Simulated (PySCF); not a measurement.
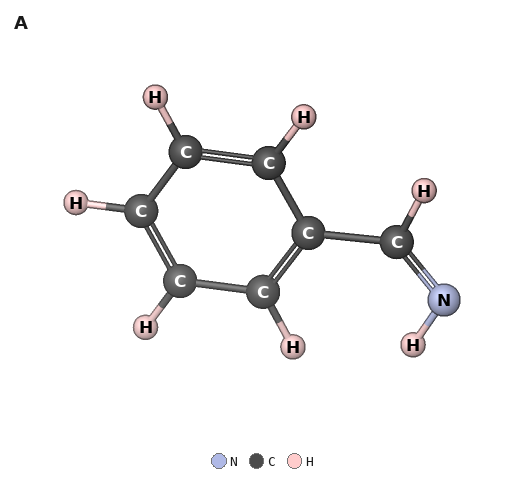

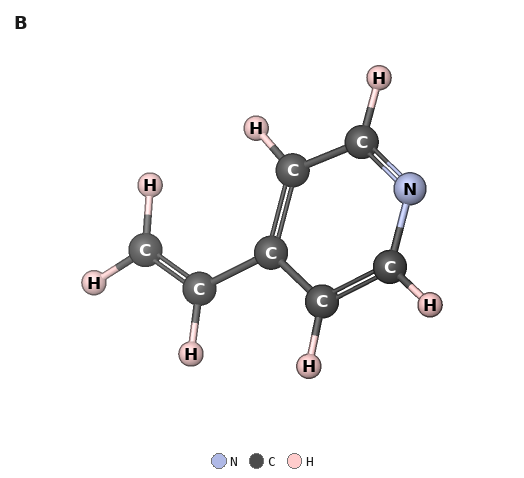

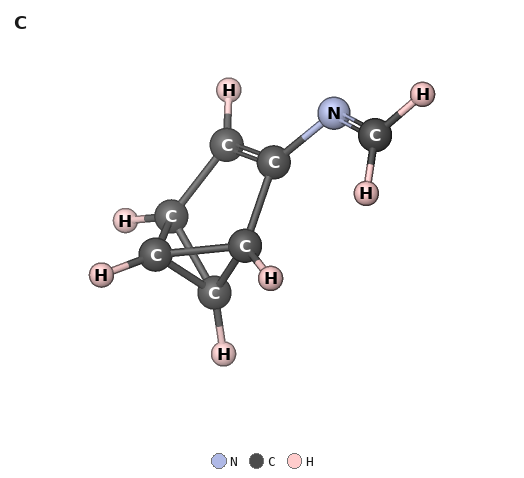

3 stationary structures of one formula. Geometries: PBE0-D3(BJ)/def2-SVP. Electronic energies: PBE0-D3(BJ)/def2-SVP (PySCF 2.14.0), without zero-point energy. No frequency run is at hand to confirm each as a minimum. Each is one conformer, not always the lowest.

### How are they related?

They are constitutional isomers of C7H7N: A `[H]/N=C\c1ccccc1`, B `C=Cc1ccncc1`, C `C=NC1=C[C@@H]2[C@@H]3[C@H]1[C@H]23`.

### Which structure is the most stable?

A is lowest; B lies 0.282 eV above it, C lies 3.212 eV above it.
